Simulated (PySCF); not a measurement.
# Ge₃: singlet, from a obtuse triangle start

The task is one start of a wider search on Ge₃: the singlet, from a obtuse triangle start. It is relaxed, tested by its Hessian and followed downhill if it is a saddle.

Computed with PySCF 2.14.0. Level: PBE0, basis Ge def2-TZVP, no relativity, density fitting.

## 1. Starting geometry

3 atoms, charge 0, spin multiplicity 1.

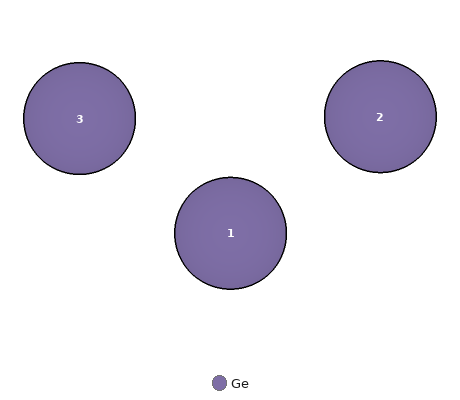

As it starts; germanium purple; atoms are numbered from 1 in the order of the file.

Coordinates in bohr (charge 0 multiplicity 1):
```
Ge    0.0000    0.0000    0.0000
Ge    3.5670    2.7439    0.0000
Ge   -3.5670    2.7439    0.0000
```

## 2. The SCF at the typed geometry

The steps below are one call of a driver around PySCF. For each, scf.py gives the equivalent set-up of the SCF; relaxations use the driver's own optimiser. After this first run the driver tries any further starts and a stability analysis.

The input, scf.py:

```python
from pyscf import gto, scf, dft
mol = gto.M(atom='''
Ge     0.000000     0.000000     0.000000
Ge     1.887600     1.452000     0.000000
Ge    -1.887600     1.452000     0.000000''',
    basis={'Ge': 'def2-TZVP'},
    charge=0, spin=0)
mf = dft.RKS(mol, xc='PBE0')
mf.grids.atom_grid = (50, 194)
aux = {'Ge': 'def2-universal-JKFIT'}
mf = mf.density_fit(auxbasis=aux)
mf.conv_tol = 1e-08
mf.diis_space = 10
mf.max_cycle = 60
mf.init_guess = 'minao'
mf.verbose = 4
mf.kernel()
```

Run with:

```bash
$ OMP_NUM_THREADS=4 python axn.py task.json out
```

The log of the run:

```text
init E= -6228.39215681702
  HOMO = -0.197945528683394  LUMO = -0.11930728022664  gap/eV = 2.13986
cycle= 1 E= -6230.11022698501  delta_E= -1.72  |g|= 0.97  |ddm|= 2.02
  HOMO = -0.211221086802619  LUMO = -0.138093913315135  gap/eV = 1.98989
cycle= 2 E= -6230.03453799574  delta_E= 0.0757  |g|= 1.11  |ddm|= 1.18
  HOMO = -0.219669228683877  LUMO = -0.111119606197648  gap/eV = 2.95379
cycle= 3 E= -6230.1628799477  delta_E= -0.128  |g|= 0.265  |ddm|= 0.948
  HOMO = -0.212184128670565  LUMO = -0.11588152956557  gap/eV = 2.62053
cycle= 4 E= -6230.18518767736  delta_E= -0.0223  |g|= 0.00987  |ddm|= 0.291
  HOMO = -0.21409437057549  LUMO = -0.116384121357973  gap/eV = 2.65883
cycle= 5 E= -6230.18522443048  delta_E= -3.68e-05  |g|= 0.00527  |ddm|= 0.0234
  HOMO = -0.213481049351733  LUMO = -0.116123358950478  gap/eV = 2.64924
cycle= 6 E= -6230.18523555006  delta_E= -1.11e-05  |g|= 0.00103  |ddm|= 0.00786
  HOMO = -0.213549691934349  LUMO = -0.11617420419777  gap/eV = 2.64972
cycle= 7 E= -6230.18523611819  delta_E= -5.68e-07  |g|= 0.000214  |ddm|= 0.00201
  HOMO = -0.213541410820786  LUMO = -0.116165354626713  gap/eV = 2.64974
cycle= 8 E= -6230.18523616746  delta_E= -4.93e-08  |g|= 0.000157  |ddm|= 0.000929
  HOMO = -0.213539101459717  LUMO = -0.116172095408777  gap/eV = 2.64949
cycle= 9 E= -6230.18523618132  delta_E= -1.39e-08  |g|= 2.64e-05  |ddm|= 0.000299
  HOMO = -0.213539750402496  LUMO = -0.116172867095633  gap/eV = 2.64949
cycle= 10 E= -6230.18523618181  delta_E= -4.87e-10  |g|= 4.85e-06  |ddm|= 0.000104
  HOMO = -0.21353951703829  LUMO = -0.116173440670586  gap/eV = 2.64947
Extra cycle  E= -6230.18523618178  delta_E= 2.09e-11  |g|= 9.06e-06  |ddm|= 1.9e-05
converged SCF energy = -6230.18523618178
```

This step, with its further starts and checks, needed 17 s of wall time on 4 threads of Arm Neoverse V2, shared host.

Energies from each starting density:

```
                      start   energy (Eh)
    the minimal-basis guess  -6230.185236
a thermally smeared density  -6230.185236
      a smeared PBE density  -6230.185236
```

No lower closed-shell solution turned up from the other starts or in the test of internal stability.

## 3. Relaxation: obtuse triangle start, singlet

The program finds C2v symmetry in the start, which this walk keeps. The walk stops when the largest gradient is under 0.0003 Eh/bohr and the energy has settled too.

scf.py, as its differences from that of step 2:

```diff
@@ -3,3 +3,3 @@
-Ge     0.000000     0.000000     0.000000
-Ge     1.887600     1.452000     0.000000
-Ge    -1.887600     1.452000     0.000000''',
+Ge     0.000000    -0.968000     0.000000
+Ge     1.887600     0.484000     0.000000
+Ge    -1.887600     0.484000     0.000000''',
@@ -15 +14,0 @@
-mf.init_guess = 'minao'
```

Energy and gradient, step by step:

```
step   energy (Eh)  change (kJ/mol)  largest symmetric gradient (Eh/bohr)
   0  -6230.185236             0.00                               0.02518
   1  -6230.191802           -17.24                               0.01411
   2  -6230.196733           -30.19                               0.01611
   3  -6230.199946           -38.62                               0.01090
   4  -6230.200248           -39.41                               0.00183
   5  -6230.200338           -39.65                               0.00064
   6  -6230.200344           -39.66                               0.00002
```

The walk took 22 s.

Geometry (Å) and forces (eV/Å) at some steps:

```
step 0
Ge   0.000  -0.968   0.000   0.000   1.106   0.000
Ge   1.888   0.484   0.000  -1.295  -0.553   0.000
Ge  -1.888   0.484   0.000   1.295  -0.553   0.000
step 1
Ge   0.000  -0.969   0.000   0.000   0.278   0.000
Ge   1.799   0.485   0.000  -0.726  -0.139   0.000
Ge  -1.799   0.485   0.000   0.726  -0.139   0.000
step 3
Ge   0.000  -1.132   0.000   0.000  -0.560   0.000
Ge   1.503   0.566   0.000   0.199   0.280   0.000
Ge  -1.503   0.566   0.000  -0.200   0.280   0.000
step 6
Ge   0.000  -1.163   0.000   0.000  -0.001   0.000
Ge   1.492   0.581   0.000  -0.001   0.001   0.000
Ge  -1.492   0.581   0.000   0.001   0.001   0.000
```

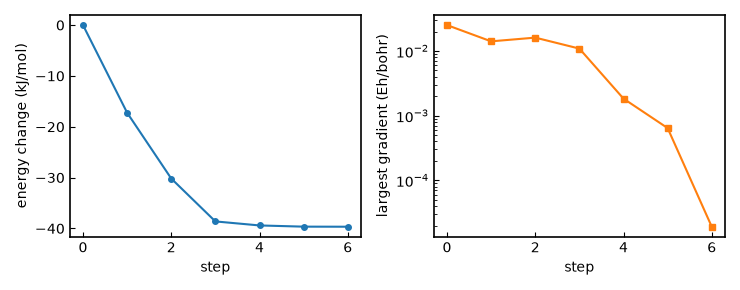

How energy and gradient fall.

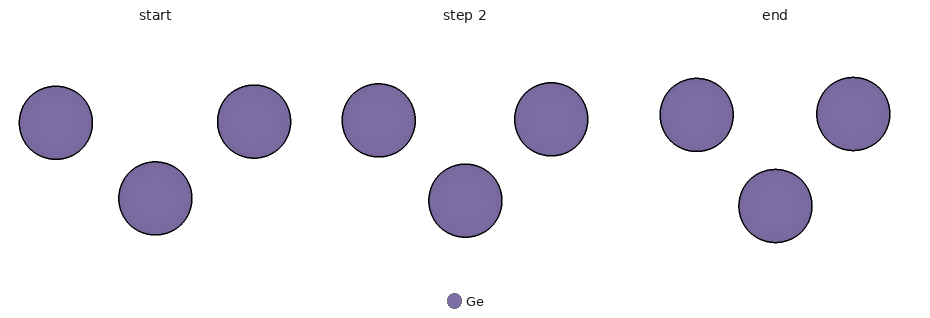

The geometry along the walk, at one scale.

It settles in C2v symmetry, 39.7 kJ/mol below the start, after 6 steps: Ge–Ge 2.295 Å (×2); Ge–Ge–Ge 81.1°.

## 4. Frequencies

The point is checked on the finer grid, and tightened if its gradient asks for it. The Hessian and the dipole derivatives come from central differences of analytic gradients, with steps of 0.02 bohr.

scf.py, as its differences from that of step 3:

```diff
@@ -3,3 +3,3 @@
-Ge     0.000000    -0.968000     0.000000
-Ge     1.887600     0.484000     0.000000
-Ge    -1.887600     0.484000     0.000000''',
+Ge     0.000000    -1.162380     0.000000
+Ge     1.492031     0.581190     0.000000
+Ge    -1.492031     0.581190     0.000000''',
@@ -9 +9 @@
-mf.grids.atom_grid = (50, 194)
+mf.grids.atom_grid = (75, 302)
@@ -12 +12 @@
-mf.conv_tol = 1e-08
+mf.conv_tol = 1e-10
```

This SCF starts from the last density.

Log of the central SCF (cycles and frontier levels):

```text
init E= -6230.20020954702
  HOMO = -0.222733935351552  LUMO = -0.128144557109666  gap/eV = 2.57391
cycle= 1 E= -6230.20020954701  delta_E= 6.37e-12  |g|= 5.64e-06  |ddm|= 9.4e-06
  HOMO = -0.222734116213593  LUMO = -0.12814470197733  gap/eV = 2.57391
Extra cycle  E= -6230.20020954697  delta_E= 4.73e-11  |g|= 1.31e-05  |ddm|= 2.06e-05
converged SCF energy = -6230.20020954697
```

The whole step took 40 s.

Geometry: C2v; Ge–Ge 2.295 Å (×2); Ge–Ge–Ge 81.1°.

Harmonic modes (main isotopes):

```json
{"symmetry": "a1", "ω (cm⁻¹)": "109", "IR (km/mol)": "1.0", "μ (u)": "73.92"}
{"symmetry": "b2", "ω (cm⁻¹)": "316", "IR (km/mol)": "15.5", "μ (u)": "73.92"}
{"symmetry": "a1", "ω (cm⁻¹)": "317", "IR (km/mol)": "2.6", "μ (u)": "73.92"}
```

Every mode is real; the point is a minimum.

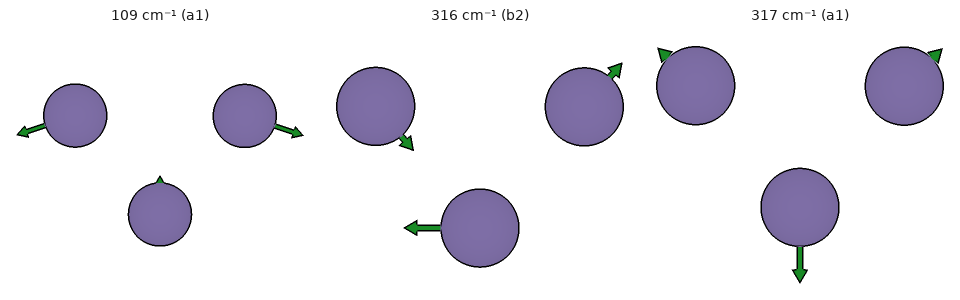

How the atoms move in 3 of the modes.

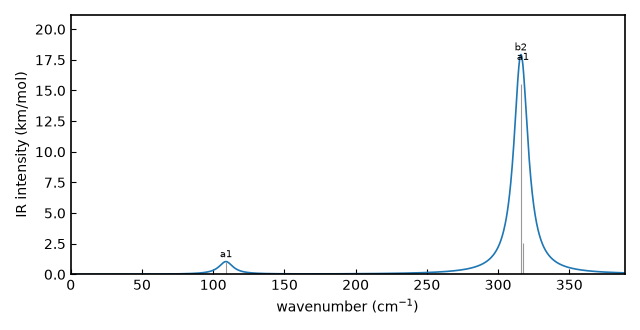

The harmonic infrared spectrum (widths in cm⁻¹). Lines are broadened to a width of 12 cm⁻¹ (Lorentzian).

Constants and moments:

| Quantity | Value |
| --- | --- |
| Dipole moment | 0.25 D |
| Highest occupied level | -6.06 eV |
| Lowest empty level | -3.49 eV |
| Rotational constants | 0.1125, 0.05122, 0.0352 cm⁻¹ |
| Zero-point energy | 4.4 kJ/mol |
| Principal polarisabilities | 67.7, 106.0, 145.7 bohr³ |
| Atomisation energy without zero-point energy | 616 kJ/mol |
| Principal traceless quadrupole moments about the centre of mass | -1.19, -0.67, 1.87 D Å |
| Entropy at 298.15 K and 1 bar | 314.4 J/(mol K) |
| Heat capacity Cp at 298.15 K | 55.1 J/(mol K) |
| Enthalpy at 298.15 K above 0 K | 13.90 kJ/mol |
| Rotational symmetry number | 2 |

Populations by atom (charges in e):

```json
{"atom": "Ge1", "Mulliken": "-0.08", "Löwdin": "-0.14", "polar tensor": "-0.32", "Mayer order to Ge1": "–"}
{"atom": "Ge2,3", "Mulliken": "0.04", "Löwdin": "0.07", "polar tensor": "0.16", "Mayer order to Ge1": "1.60"}
```

Outer orbital energies (eV). occupied: -33.10, -33.07, -16.06, -12.43, -10.38, -6.46, -6.33, -6.06; empty: -3.49, -2.63, -1.22, -1.10.

Mulliken populations on Ge1: s 7.71, p 14.27, d 10.09, f 0.01.

## 5. Would spin polarisation lower it?

At the lowest minimum the closed shell is tested against spin polarisation, on the (50, 194) grid. It is stable.

## 6. Results

```
                                 quantity                               value
                                  minimum                        singlet, C2v
                                 geometry  Ge–Ge 2.295 Å (×2); Ge–Ge–Ge 81.1°
                       wavenumbers (cm⁻¹)        109 (a1), 316 (b2), 317 (a1)
                            dipole moment                              0.25 D
     highest occupied, lowest empty level                     -6.06, -3.49 eV
               polar-tensor charge of Ge1                             -0.32 e
                        zero-point energy                          4.4 kJ/mol
                      entropy at 298.15 K                     314.4 J/(mol K)
atomisation energy (no zero-point energy)                          616 kJ/mol
```

In words: The molecule stays C2v, as typed, and the end point is a minimum. The strongest infrared band lies at 316 cm⁻¹ (b2, stretch). Only this shape and spin were tried, so other structures or states may lie lower.

The search up to here needed 86 s of wall time on 4 threads of Arm Neoverse V2, shared host.
